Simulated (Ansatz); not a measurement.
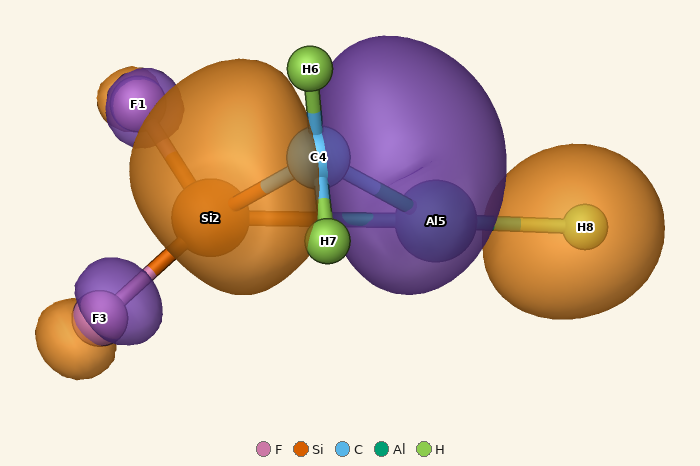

Figure. CH3AlF2Si. The HOMO−1 at ±0.1 Å⁻³ᐟ² (orange and purple are the two phases), seen from one side.

Geometry: PBE0-D4/def2-TZVP.

Computed with Ansatz 0.2.0, RKS PBE0-D4/def2-TZVPP.

```yaml
atoms:
  - { symbol: F, position_ang: [0.5125, -1.2798, 1.9129] }
  - { symbol: Si, position_ang: [0.6208, -0.8798, 0.3702] }
  - { symbol: F, position_ang: [2.0731, -1.3539, -0.0842] }
  - { symbol: C, position_ang: [0.1330, 0.8809, 0.0418] }
  - { symbol: Al, position_ang: [-1.3303, -0.2227, -0.7131] }
  - { symbol: H, position_ang: [0.1933, 1.7390, 0.7109] }
  - { symbol: H, position_ang: [0.6455, 1.1285, -0.9112] }
  - { symbol: H, position_ang: [-2.7558, -0.0693, -1.3832] }
```

Q: What is the character of this orbital?

A: Its weight (Hirshfeld) is mainly on C4 (about 45 %), Al5 (about 20 %), Si2 (about 15 %) and H8 (about 10 %). Its energy is −7.95 eV.
